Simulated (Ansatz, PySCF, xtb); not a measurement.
N2 (SMILES N#N) and H4OSi (SMILES O[SiH3]) are pulled apart as rigid monomers along the line of their centres of mass, from the B3LYP-D3(BJ)/def2-TZVP minimum. Starting geometry (charge 0, multiplicity 1):
| atom | x (Å) | y (Å) | z (Å) |
|---|---|---|---|
| N | 0.1531 | -0.6464 | -1.1456 |
| N | 0.3604 | -0.4633 | -0.0912 |
| O | 0.8839 | 0.0813 | 3.0134 |
| Si | -0.5101 | 0.1951 | 3.8878 |
| H | 0.8166 | -0.0838 | 2.0689 |
| H | -1.3703 | 1.3073 | 3.4101 |
| H | -0.1005 | 0.4467 | 5.2837 |
| H | -1.3074 | -1.0556 | 3.8177 |

Interaction energies with rigid monomers; basis-set methods are counterpoise corrected unless marked otherwise.

The values were computed with Ansatz (Gaussian basis) for Hartree–Fock, density functionals and correlated methods; PySCF for the dispersion terms; xtb for the GFN methods. Values without a source in brackets are computed.

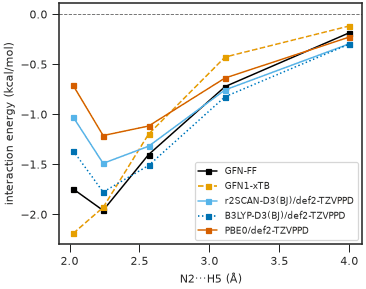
Interaction energy against separation

### Question
Which level binds most strongly at N2···H5 = 2.24, and by how much?

### Answer
GFN-FF, -2.0 kcal/mol.

Ansatz is a program for electronic structure.
